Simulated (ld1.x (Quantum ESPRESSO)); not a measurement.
# A TM potential for Sn, from input to tests

Task: generate the file, and judge it by its errors in other configurations, its logarithmic derivatives, its ghosts and its cutoff.

The numbers are computed with ld1.x (Quantum ESPRESSO) 7.5 (PBE, scalar-relativistic, spin-unpolarised reference atom).

## (1) Settings

The settings as typed:

- element: tin (Sn, Z = 50)
- type: norm-conserving Troullier–Martins (Kleinman–Bylander form)
- frozen core: [Kr] 4d10
- valence charge: 4
- reference configuration: 5s2 5p2
- partial waves: 5p (bound): rc 2.75 bohr; 5d channel at 0.1 Ry: rc 2.55 bohr; 5s (bound): rc 1.50 bohr
- local potential: the s channel
- core correction: Bessel-smoothed model core, default radius (core density twice the valence density)

An earlier all-electron run gives the scale for the radii.

All-electron outer shells of the reference configuration (PBE, scalar-relativistic, ld1.x):

| shell | level (eV) | outermost node (bohr) | outermost maximum (bohr) |
| --- | --- | --- | --- |
| 4p | -89.70 | 0.41 | 0.79 |
| 4d | -25.84 | 0.39 | 0.88 |
| 5s | -10.55 | 0.98 | 2.01 |
| 5p | -3.69 | 1.09 | 2.55 |

## (2) The generation run

Sn.in reads:

```
 &input
   title='Sn', zed=50., rel=1, dft='PBE', iswitch=3,
   config='[Kr] 4d10 5s2 5p2 5d-2',
   nld=3, rlderiv=3.00, eminld=-3.0, emaxld=5.0, deld=0.02
 /
 &inputp
   pseudotype=2, tm=.true., lloc=0,
   nlcc=.true., new_core_ps=.true.,
   file_pseudopw='Sn.UPF', file_wfcaegen='ae.wfc', file_wfcncgen='nc.wfc', file_beta='beta', file_chi='chi'
 /
3
5P  2  1   2.00   0.00  2.75  2.75  0.0
5D  3  2  -2.00   0.10  2.55  2.55  0.0
5S  1  0   2.00   0.00  1.50  1.50  0.0
 &test
   configts(1)='5s2 5p2'
 /
```

The run is started by

```console
$ ld1.x < Sn.in > Sn.out
```

Output in Sn.out (without the banner and most projector matrices):

```text
     Program LD1 v.7.5
     --------------------------- All-electron run ----------------------------

     Sn
     scalar relativistic calculation

     atomic number is 50.00
     dft =PBE   lsd =0 sic =0 latt =0  beta=0.20 tr2=1.0E-14
     Exchange-correlation= PBE
                           (   1   4   3   4   0   0   0)
     mesh =1243 r(mesh) = 100.78374 a.u. xmin = -7.00 dx = 0.01250
     1 Ry =  13.60569312 eV, c = 137.03599908

     n l     nl                  e(Ry)          e(Ha)          e(eV)
     1 0     1S 1( 2.00)     -2132.5094     -1066.2547    -29014.2686
     2 0     2S 1( 2.00)      -321.9321      -160.9660     -4380.1088
     2 1     2P 1( 6.00)      -288.9932      -144.4966     -3931.9523
     3 0     3S 1( 2.00)       -62.1247       -31.0624      -845.2497
     3 1     3P 1( 6.00)       -51.3616       -25.6808      -698.8107
     4 0     4S 1( 2.00)        -9.8437        -4.9218      -133.9301
     4 1     4P 1( 6.00)        -6.5928        -3.2964       -89.7001
     3 2     3D 1(10.00)       -34.7961       -17.3980      -473.4246
     4 2     4D 1(10.00)        -1.8991        -0.9496       -25.8391
     5 0     5S 1( 2.00)        -0.7753        -0.3877       -10.5488
     5 1     5P 1( 2.00)        -0.2715        -0.1358        -3.6941

     final scf error:  8.2E-15 reached in  31 iterations

     Etot =  -12354.410875 Ry,   -6177.205437 Ha, -168090.323077 eV

     Ekin =   12899.149735 Ry,    6449.574868 Ha,  175501.872843 eV
     Encl =  -29875.374000 Ry,  -14937.687000 Ha, -406475.170578 eV
     Eh   =    4951.344976 Ry,    2475.672488 Ha,   67366.480290 eV
     Exc  =    -329.531586 Ry,    -164.765793 Ha,   -4483.505633 eV

     normalization and overlap integrals

     s(1S/1S) =  1.000000  <r> =   0.0291  <r2> =    0.0011  r(max) =   0.0188
     s(2S/2S) =  1.000000  <r> =   0.1255  <r2> =    0.0186  r(max) =   0.1054
     s(2P/2P) =  1.000000  <r> =   0.1096  <r2> =    0.0147  r(max) =   0.0853
     s(3S/3S) =  1.000000  <r> =   0.3393  <r2> =    0.1317  r(max) =   0.3090
     s(3P/3P) =  1.000000  <r> =   0.3377  <r2> =    0.1323  r(max) =   0.3013
     s(4S/4S) =  1.000000  <r> =   0.8186  <r2> =    0.7582  r(max) =   0.7412
     s(4P/4P) =  1.000000  <r> =   0.8859  <r2> =    0.8969  r(max) =   0.7890
     s(3D/3D) =  1.000000  <r> =   0.3146  <r2> =    0.1175  r(max) =   0.2498
     s(4D/4D) =  1.000000  <r> =   1.0991  <r2> =    1.4383  r(max) =   0.8829
     s(5S/5S) =  1.000000  <r> =   2.3966  <r2> =    6.5684  r(max) =   2.0147
     s(5P/5P) =  1.000000  <r> =   3.2510  <r2> =   12.4120  r(max) =   2.5548

     ------------------------ End of All-electron run ------------------------

     --------------------- Generating NC pseudopotential ---------------------

      Generating local pot.: lloc=0, matching radius rcloc =   1.5000

      Computing core charge for nlcc:

       r > 1.76 : true rho core
      Core charge pseudized with two Bessel functions
      Integrated core pseudo-charge :  12.80

      Wfc   5P  rcut= 2.754  Using Troullier-Martins method

      Wfc   5D  rcut= 2.555  Using Troullier-Martins method

     ------------------- End of pseudopotential generation -------------------

     [... the all-electron block is printed once more ...]


     Computing logarithmic derivative in   2.98693
     Computing logarithmic derivative in   2.98693
     Computing the partial wave expansion
       no projector for channel:   0
     R is outside the sphere for l=    1 j= 0.00
     R is outside the sphere for l=    2 j= 0.00

     ---------------------- Testing the pseudopotential ----------------------

     Sn
     scalar relativistic calculation

     atomic number is 50.00   valence charge is  4.00
     dft =PBE   lsd =0 sic =0 latt =0  beta=0.20 tr2=1.0E-14
     mesh =1243 r(mesh) = 100.78374 xmin = -7.00 dx = 0.01250

     n l     nl             e AE (Ry)        e PS (Ry)    De AE-PS (Ry)
     1 0     5S   1( 2.00)       -0.77532       -0.77532       -0.00001
     2 1     5P   1( 2.00)       -0.27151       -0.27151        0.00000

     eps = 7.0E-15  iter = 14

     Etot =  -12354.410875 Ry,   -6177.205437 Ha, -168090.323077 eV
     Etotps =   -26.404276 Ry,     -13.202138 Ha,    -359.248477 eV

     Ekin =       2.270417 Ry,       1.135208 Ha,      30.890596 eV
     Encl =     -11.871633 Ry,      -5.935817 Ha,    -161.521801 eV
     Ehrt =       5.148420 Ry,       2.574210 Ha,      70.047820 eV
     Ecxc =     -21.998442 Ry,     -10.999221 Ha,    -299.304045 eV
     (Ecc =     -19.498804 Ry,      -9.749402 Ha,    -265.294737 eV)
     Epseu=       0.046962 Ry,       0.023481 Ha,       0.638952 eV

     ---------------------- End of pseudopotential test ----------------------
```

Wall time 1.2 s (1 thread, shared host). This counts the later configuration tests of the new file too.

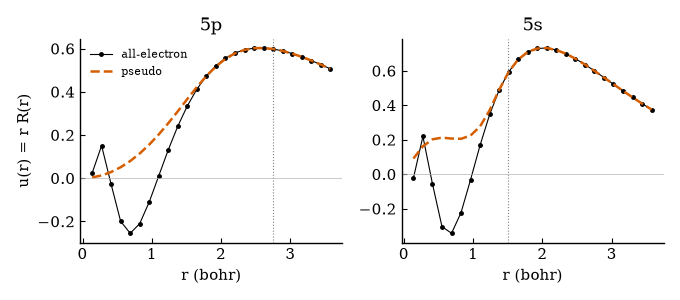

All-electron and pseudo partial waves (5p, 5s), with the matching radii dotted. The curves join 26 sampled radii, too few to resolve the innermost nodes.

## (3) Transferability test

Sn.test.in reads:

```
 &input
   title='Sn', zed=50., rel=1, dft='PBE', iswitch=2,
   config='[Kr] 4d10 5s2 5p2 5d-2'
 /
 &test
   file_pseudo='Sn.UPF', nconf=8,
   configts(1)='5s2 5p2',
   configts(2)='5s2 5p1',
   configts(3)='5s2 5p0',
   configts(4)='5s1 5p0',
   configts(5)='5s0 5p4',
   configts(6)='5s1 5p3',
   configts(7)='5s2 5p2.3',
   configts(8)='5s1 5p2'
 /
```

The run is started by

```console
$ ld1.x < Sn.test.in > Sn.test.out
```

Sn.test.out, the pseudopotential blocks:

```text
     ---------------------- Testing the pseudopotential ----------------------

     Sn
     scalar relativistic calculation

     atomic number is 50.00   valence charge is  4.00
     dft =PBE   lsd =0 sic =0 latt =0  beta=0.20 tr2=1.0E-14
     mesh =1243 r(mesh) = 100.78374 xmin = -7.00 dx = 0.01250

     n l     nl             e AE (Ry)        e PS (Ry)    De AE-PS (Ry)
     1 0     5S   1( 2.00)       -0.77532       -0.77532       -0.00001
     2 1     5P   1( 2.00)       -0.27151       -0.27151        0.00000

     eps = 7.3E-15  iter = 14

     Etot =  -12354.410875 Ry,   -6177.205437 Ha, -168090.323077 eV
     Etotps =   -26.404276 Ry,     -13.202138 Ha,    -359.248477 eV

     Ekin =       2.270417 Ry,       1.135208 Ha,      30.890596 eV
     Encl =     -11.871633 Ry,      -5.935817 Ha,    -161.521801 eV
     Ehrt =       5.148420 Ry,       2.574210 Ha,      70.047820 eV
     Ecxc =     -21.998442 Ry,     -10.999221 Ha,    -299.304045 eV
     (Ecc =     -19.498804 Ry,      -9.749402 Ha,    -265.294737 eV)
     Epseu=       0.046962 Ry,       0.023481 Ha,       0.638952 eV

     ---------------------- End of pseudopotential test ----------------------

     ---------------------- Testing the pseudopotential ----------------------

     Sn
     scalar relativistic calculation

     atomic number is 50.00   valence charge is  4.00
     dft =PBE   lsd =0 sic =0 latt =0  beta=0.20 tr2=1.0E-14
     mesh =1243 r(mesh) = 100.78374 xmin = -7.00 dx = 0.01250

     n l     nl             e AE (Ry)        e PS (Ry)    De AE-PS (Ry)
     1 0     5S   1( 2.00)       -1.30909       -1.31120        0.00211
     2 1     5P   1( 1.00)       -0.75374       -0.75516        0.00142

     eps = 7.6E-15  iter =  9

     Etot =  -12353.905608 Ry,   -6176.952804 Ha, -168083.448573 eV
     Etotps =   -25.898401 Ry,     -12.949200 Ha,    -352.365690 eV
     dEtot_ae =       0.505267 Ry
     dEtot_ps =       0.505876 Ry,   Delta E=      -0.000609 Ry

     Ekin =       1.955020 Ry,       0.977510 Ha,      26.599403 eV
     Encl =      -9.537774 Ry,      -4.768887 Ha,    -129.768023 eV
     Ehrt =       3.244609 Ry,       1.622304 Ha,      44.145151 eV
     Ecxc =     -21.589738 Ry,     -10.794869 Ha,    -293.743346 eV
     (Ecc =     -19.498804 Ry,      -9.749402 Ha,    -265.294737 eV)
     Epseu=       0.029482 Ry,       0.014741 Ha,       0.401126 eV

     ---------------------- End of pseudopotential test ----------------------

     ---------------------- Testing the pseudopotential ----------------------

     Sn
     scalar relativistic calculation

     atomic number is 50.00   valence charge is  4.00
     dft =PBE   lsd =0 sic =0 latt =0  beta=0.20 tr2=1.0E-14
     mesh =1243 r(mesh) = 100.78374 xmin = -7.00 dx = 0.01250

     n l     nl             e AE (Ry)        e PS (Ry)    De AE-PS (Ry)
     1 0     5S   1( 2.00)       -1.91763       -1.92643        0.00880  !
     2 1     5P   1( 0.00)       -1.30765       -1.31419        0.00654  !

     eps = 3.5E-17  iter =  9

     Etot =  -12352.880119 Ry,   -6176.440059 Ha, -168069.496083 eV
     Etotps =   -24.869080 Ry,     -12.434540 Ha,    -338.361065 eV
     dEtot_ae =       1.530756 Ry
     dEtot_ps =       1.535197 Ry,   Delta E=      -0.004441 Ry

     Ekin =       1.417099 Ry,       0.708549 Ha,      19.280614 eV
     Encl =      -6.815239 Ry,      -3.407620 Ha,     -92.726053 eV
     Ehrt =       1.629793 Ry,       0.814897 Ha,      22.174469 eV
     Ecxc =     -21.100733 Ry,     -10.550366 Ha,    -287.090094 eV
     (Ecc =     -19.498804 Ry,      -9.749402 Ha,    -265.294737 eV)

     ---------------------- End of pseudopotential test ----------------------

     ---------------------- Testing the pseudopotential ----------------------

     Sn
     scalar relativistic calculation

     atomic number is 50.00   valence charge is  4.00
     dft =PBE   lsd =0 sic =0 latt =0  beta=0.20 tr2=1.0E-14
     mesh =1243 r(mesh) = 100.78374 xmin = -7.00 dx = 0.01250

     n l     nl             e AE (Ry)        e PS (Ry)    De AE-PS (Ry)
     1 0     5S   1( 1.00)       -2.64311       -2.67433        0.03122  !
     2 1     5P   1( 0.00)       -1.96962       -1.99049        0.02087  !

     eps = 5.0E-16  iter =  7

     Etot =  -12350.603760 Ry,   -6175.301880 Ha, -168038.524645 eV
     Etotps =   -22.573616 Ry,     -11.286808 Ha,    -307.129687 eV
     dEtot_ae =       3.807115 Ry
     dEtot_ps =       3.830660 Ry,   Delta E=      -0.023546 Ry

     Ekin =       0.812524 Ry,       0.406262 Ha,      11.054956 eV
     Encl =      -3.468205 Ry,      -1.734103 Ha,     -47.187339 eV
     Ehrt =       0.430056 Ry,       0.215028 Ha,       5.851215 eV
     Ecxc =     -20.347991 Ry,     -10.173995 Ha,    -276.848518 eV
     (Ecc =     -19.498804 Ry,      -9.749402 Ha,    -265.294737 eV)

     ---------------------- End of pseudopotential test ----------------------

     ---------------------- Testing the pseudopotential ----------------------

     Sn
     scalar relativistic calculation

     atomic number is 50.00   valence charge is  4.00
     dft =PBE   lsd =0 sic =0 latt =0  beta=0.20 tr2=1.0E-14
     mesh =1243 r(mesh) = 100.78374 xmin = -7.00 dx = 0.01250

     n l     nl             e AE (Ry)        e PS (Ry)    De AE-PS (Ry)
     1 0     5S   1( 0.00)       -0.89659       -0.90491        0.00832  !
     2 1     5P   1( 4.00)       -0.35892       -0.36031        0.00139

     eps = 1.4E-15  iter =  7

     Etot =  -12353.368240 Ry,   -6176.684120 Ha, -168076.137310 eV
     Etotps =   -25.355426 Ry,     -12.677713 Ha,    -344.978144 eV
     dEtot_ae =       1.042635 Ry
     dEtot_ps =       1.048850 Ry,   Delta E=      -0.006216 Ry

     Ekin =       2.517113 Ry,       1.258556 Ha,      34.247064 eV
     Encl =     -11.080725 Ry,      -5.540363 Ha,    -150.760944 eV
     Ehrt =       4.764543 Ry,       2.382272 Ha,      64.824910 eV
     Ecxc =     -21.662317 Ry,     -10.831159 Ha,    -294.730844 eV
     (Ecc =     -19.498804 Ry,      -9.749402 Ha,    -265.294737 eV)
     Epseu=       0.105961 Ry,       0.052980 Ha,       1.441670 eV

     ---------------------- End of pseudopotential test ----------------------

     ---------------------- Testing the pseudopotential ----------------------

     Sn
     scalar relativistic calculation

     atomic number is 50.00   valence charge is  4.00
     dft =PBE   lsd =0 sic =0 latt =0  beta=0.20 tr2=1.0E-14
     mesh =1243 r(mesh) = 100.78374 xmin = -7.00 dx = 0.01250

     n l     nl             e AE (Ry)        e PS (Ry)    De AE-PS (Ry)
     1 0     5S   1( 1.00)       -0.83895       -0.84227        0.00333
     2 1     5P   1( 3.00)       -0.31727       -0.31774        0.00047

     eps = 5.8E-15  iter = 13

     Etot =  -12353.897991 Ry,   -6176.948995 Ha, -168083.344936 eV
     Etotps =   -25.890002 Ry,     -12.945001 Ha,    -352.251423 eV
     dEtot_ae =       0.512884 Ry
     dEtot_ps =       0.514274 Ry,   Delta E=      -0.001390 Ry

     Ekin =       2.388254 Ry,       1.194127 Ha,      32.493853 eV
     Encl =     -11.458720 Ry,      -5.729360 Ha,    -155.903830 eV
     Ehrt =       4.934718 Ry,       2.467359 Ha,      67.140264 eV
     Ecxc =     -21.829601 Ry,     -10.914800 Ha,    -297.006849 eV
     (Ecc =     -19.498804 Ry,      -9.749402 Ha,    -265.294737 eV)
     Epseu=       0.075346 Ry,       0.037673 Ha,       1.025139 eV

     ---------------------- End of pseudopotential test ----------------------

     ---------------------- Testing the pseudopotential ----------------------

     Sn
     scalar relativistic calculation

     atomic number is 50.00   valence charge is  4.00
     dft =PBE   lsd =0 sic =0 latt =0  beta=0.20 tr2=1.0E-14
     mesh =1243 r(mesh) = 100.78374 xmin = -7.00 dx = 0.01250

     n l     nl             e AE (Ry)        e PS (Ry)    De AE-PS (Ry)
     1 0     5S   1( 2.00)       -0.63645       -0.63633       -0.00012
     2 1     5P   1( 2.30)       -0.14657       -0.14652       -0.00005

     eps = 7.4E-16  iter = 12

     Etot =  -12354.473285 Ry,   -6177.236643 Ha, -168091.172217 eV
     Etotps =   -26.466693 Ry,     -13.233347 Ha,    -360.097704 eV
     dEtot_ae =      -0.062411 Ry
     dEtot_ps =      -0.062417 Ry,   Delta E=       0.000006 Ry

     Ekin =       2.320226 Ry,       1.160113 Ha,      31.568276 eV
     Encl =     -12.464077 Ry,      -6.232039 Ha,    -169.582409 eV
     Ehrt =       5.725153 Ry,       2.862577 Ha,      77.894678 eV
     Ecxc =     -22.097762 Ry,     -11.048881 Ha,    -300.655374 eV
     (Ecc =     -19.498804 Ry,      -9.749402 Ha,    -265.294737 eV)
     Epseu=       0.049768 Ry,       0.024884 Ha,       0.677126 eV

     ---------------------- End of pseudopotential test ----------------------

     ---------------------- Testing the pseudopotential ----------------------

     Sn
     scalar relativistic calculation

     atomic number is 50.00   valence charge is  4.00
     dft =PBE   lsd =0 sic =0 latt =0  beta=0.20 tr2=1.0E-14
     mesh =1243 r(mesh) = 100.78374 xmin = -7.00 dx = 0.01250

     n l     nl             e AE (Ry)        e PS (Ry)    De AE-PS (Ry)
     1 0     5S   1( 1.00)       -1.37450       -1.38136        0.00686  !
     2 1     5P   1( 2.00)       -0.80556       -0.80837        0.00282

     eps = 1.8E-15  iter =  9

     Etot =  -12353.343403 Ry,   -6176.671702 Ha, -168075.799389 eV
     Etotps =   -25.333873 Ry,     -12.666937 Ha,    -344.684908 eV
     dEtot_ae =       1.067471 Ry
     dEtot_ps =       1.070403 Ry,   Delta E=      -0.002931 Ry

     Ekin =       2.078762 Ry,       1.039381 Ha,      28.283001 eV
     Encl =      -9.128822 Ry,      -4.564411 Ha,    -124.203952 eV
     Ehrt =       3.060602 Ry,       1.530301 Ha,      41.641606 eV
     Ecxc =     -21.405410 Ry,     -10.702705 Ha,    -291.235434 eV
     (Ecc =     -19.498804 Ry,      -9.749402 Ha,    -265.294737 eV)
     Epseu=       0.060994 Ry,       0.030497 Ha,       0.829870 eV

     ---------------------- End of pseudopotential test ----------------------
```

The tests as a table, with energies relative to 5s2 5p2.

```tsv
valence configuration	charge	ΔE all-electron (eV)	error AE − PS (meV)
5s2 5p1	+1	6.875	-8.3
5s2 5p0	+2	20.827	-60
5s1 5p0	+3	51.798	-320
5s0 5p4	0	14.186	-85
5s1 5p3	0	6.978	-19
5s2 5p2.3	-0.3	-0.849	+0.1
5s1 5p2	+1	14.524	-40
```

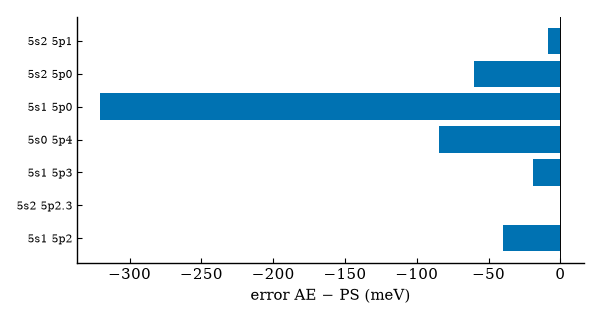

Error of the potential in each test configuration.

## (4) Does it scatter like the atom?

Taken from the files of the generation run. The phase is arctan(r·u′/u) with u = r·R, unwrapped, with energies in Ry. A pole is an energy at which the radial function vanishes at the test radius. The pseudo phase is shifted by a multiple of π to meet the all-electron one at the reference energy. Levels narrower than the energy grid can be missing from the poles. The last column is the largest difference on the grid between −1 and +1 Ry.

| channel | radius (bohr) | reference (Ry) | poles AE | poles PS | window around the reference with phases within 0.05 rad (Ry) | largest difference near zero (rad) |
| --- | --- | --- | --- | --- | --- | --- |
| s | 2.99 | -0.78 | -0.05 | -0.07, 2.14 | below 0.8 | 0.051 |
| p | 2.99 | -0.27 | 0.98 | 0.97 | the whole range | 0.001 |
| d | 2.99 | 0.10 | -1.87, 2.83 | 2.35 | -1.7 to 0.6 | 0.110 |

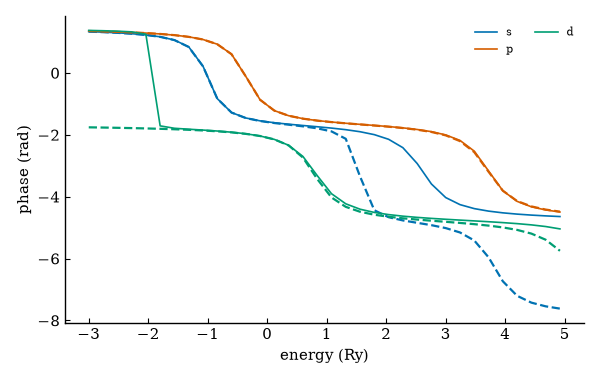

Phases by channel: all-electron solid, pseudo dashed.

## (5) Plane-wave convergence, by spherical Bessel functions

This step uses the generator's waves and projectors in a separate script. Basis: spherical Bessel functions vanishing at 20 bohr, q² up to the cutoff; potential fixed at the reference.

All-electron valence levels (Ry): 5p -0.2715, 5s -0.7753. The lowest levels of each channel (Ry) by cutoff; the last column sums, over occupied levels, occupation times the distance from the level at 400 Ry. A positive value at high cutoff is not a bound level.

```csv
cutoff (Ry),p #1,d #1,s #1,f #1,Σ f·Δε (mRy)
8,-0.2670,0.0201,-0.6808,0.1045,198.1
15,-0.2713,-9.8739,-0.6897,0.1045,171.6
25,-0.2715,-25.6451,-0.7465,0.1045,57.7
35,-0.2715,-26.6139,-0.7707,0.1045,9.2
40,-0.2715,-26.7117,-0.7714,0.1045,7.7
50,-0.2715,-27.1096,-0.7724,0.1045,5.8
70,-0.2715,-27.5444,-0.7738,0.1045,3.1
100,-0.2715,-27.6246,-0.7747,0.1045,1.2
110,-0.2715,-27.6426,-0.7748,0.1045,1.0
140,-0.2715,-27.6573,-0.7750,0.1045,0.6
400,-0.2715,-27.6764,-0.7753,0.1045,0.0
```

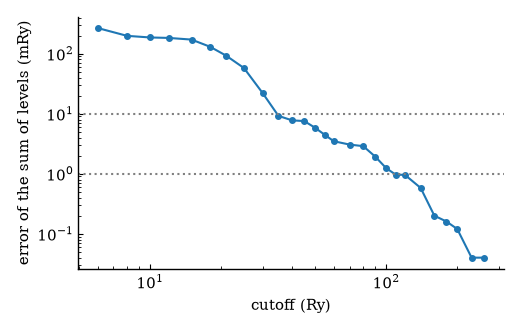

Occupation-weighted error of the valence levels against the cutoff; the dotted lines mark 10 and 1 mRy.

The sum stays within 10 mRy from 35 Ry and within 1 mRy from 110 Ry. The sum leaves out empty levels, which can need more. Ghost test: ghost state, bound below the all-electron valence or empty levels of the same l: d at -376.6 eV.

## (6) Results

| quantity | value |
| --- | --- |
| cutoffs for 10 and 1 mRy, occupied levels | 35 Ry and 110 Ry |
| bound ghosts | d at -376.56 eV |
| largest test error (AE − PS) | -320 meV, for 5s1 5p0 |
| largest phase difference near zero energy, channels read | 0.110 rad |

**Reading.** A bound ghost (d) makes it unfit for use: electrons can fall into a state that the atom doesn't have. The worst unpolarised test, 5s1 5p0, is off by 320 meV on 51.8 eV; by total energies transferability rates as poor. That test lies far up in energy; among those under 40 eV, nearer to bonding, the largest error is 85 meV. It counts as soft on the atom at that tolerance, with 35 Ry needed at the looser tolerance. The tighter tolerance needs 110 Ry, and converged work needs a cutoff nearer that. The slowest occupied level is 5s: taken alone it needs 90 Ry to come within 1 mRy, against 12 Ry for 5p. Near zero energy the largest phase difference among the channels read is 0.11 rad, in the d channel. All of this concerns the isolated atom, not yet a solid.
